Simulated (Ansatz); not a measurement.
**Amorphous Si34N36**

A CHGNet melt-quench gave the starting glass, which DFT then relaxed. N atoms were pushed apart under 1.9 Å during the dynamics, to hinder bonds among them. The hot cell started wider than the set density and was brought back towards it in steps. It is the lowest in DFT energy of 2 quenches. It is a model cell: composition and starting density were chosen by hand, and all elements were melted together. No dispersion term was used.

Methods: PBE, scalar-relativistic without spin-orbit coupling (Ansatz, a program for electronic structure); r2SCAN, scalar-relativistic without spin-orbit coupling (Ansatz); HSE06, scalar-relativistic without spin-orbit coupling (Ansatz). Geometry, pressure, stress and energy are those of the PBE run. Its sampling: a 2×2×2 Γ-centred mesh; Fermi-Dirac width 0.02 eV; no spin polarisation. Other functionals are single points at the zone centre (r2SCAN at 500 eV; exact exchange cut at the cell's faces), free to take moments where seeds were set. The usual formal charges leave 28 electrons over, so the level spacing at the Fermi energy parts defect or band states and needn't be the band gap.

```json
{
  "number_of_atoms_in_the_cell": "70",
  "Density (volume relaxed, without dispersion)": "2.95 g/cm^3",
  "volume_per_atom": "11.72 Å³",
  "Pressure on a 2×2×2 Γ-centred mesh": "-0.02 GPa",
  "Largest force and stress component on that mesh (the relaxation ran on the zone centre alone)": "0.30 eV/Å and 0.3 GPa",
  "Energy relative to beta Si3N4 + silicon (lowest mix at this level among the phases computed, not always the ambient ones)": "0.398 eV/atom",
  "Level spacing at the Fermi energy on a 2×2×2 Γ-centred mesh (PBE)": "0.76 eV",
  "Level spacing at the Fermi energy at the zone centre (PBE)": "1.02 eV",
  "Level spacing at the Fermi energy at the zone centre (r2SCAN)": "1.24 eV",
  "Level spacing at the Fermi energy at the zone centre (HSE06)": "1.75 eV"
}
```

Neighbours within Si-Si 2.60 Å, Si-N 2.12 Å, N-N 1.70 Å count as bonded. Two cations that share two anions don't count as bonded, nor two that share one unless they lie closer than Si-Si 2.38 Å.

Mean coordination of Si by anions: 3.24 (1 with 0, 2 with 1, 3 with 2, 10 with 3, 18 with 4); 24 close contacts or bonds to cations besides
Mean coordination of N: 3.06 (34 with 3, 2 with 4)
Mean Si-N bond: 1.779 Å (spread 0.060 Å, 110 counted)
Mean Si-Si bond: 2.387 Å (spread 0.096 Å, 12 counted)

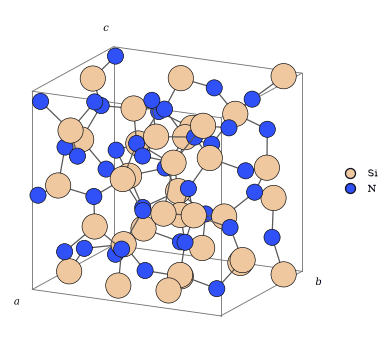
Fig. 1. The relaxed cell

Its density started from a set value of 3.00 g/cm³. Cooling (nominally 300 K/ps over its main leg) ran many orders faster than in experiment, which tends to leave more defects and strain. A cell of this size samples the disorder only roughly. Volume and shape were free in the relaxation. On a 2×2×2 Γ-centred mesh force components of up to 0.30 eV/Å stay, since the relaxation ran on the zone centre alone.
